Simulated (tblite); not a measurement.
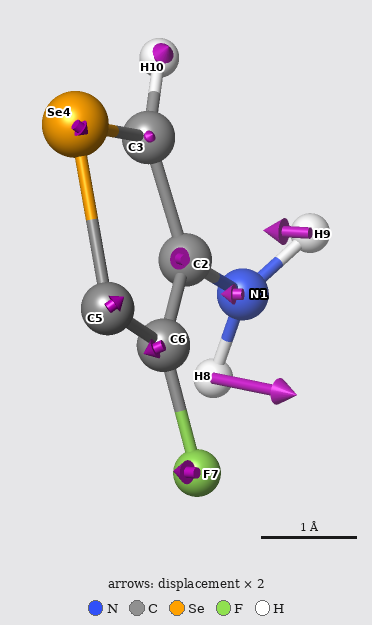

A relaxation of C₄H₃FNSe (multiplicity 2). The starting structure is drawn; purple arrows show the displacements, magnified 2 times. The two geometries are superimposed by the best rigid fit.

Style: ball-and-stick. Shown from a free direction.

Level of theory: GFN2-xTB geometry optimisation, gas phase in tblite. 

Q: What happened in the run?

A: The largest move after the best rigid fit is that of H8, 0.54 Å. Largest moves by element: H 0.54 Å, F 0.16 Å, C 0.14 Å, N 0.12 Å, Se 0.09 Å. Some distances before and after: C2–C6 1.337 → 1.447 Å, Se4–C5 1.972 → 1.865 Å, N1–C2 1.448 → 1.362 Å, C3–Se4 1.933 → 1.850 Å. Bond angles that change, for instance: H8–N1–H9 124.5° → 116.4°, C5–C6–F7 118.8° → 125.0°, N1–C2–C3 120.3° → 126.2°. The energy falls by 78.2 kJ/mol in 37 geometry steps.
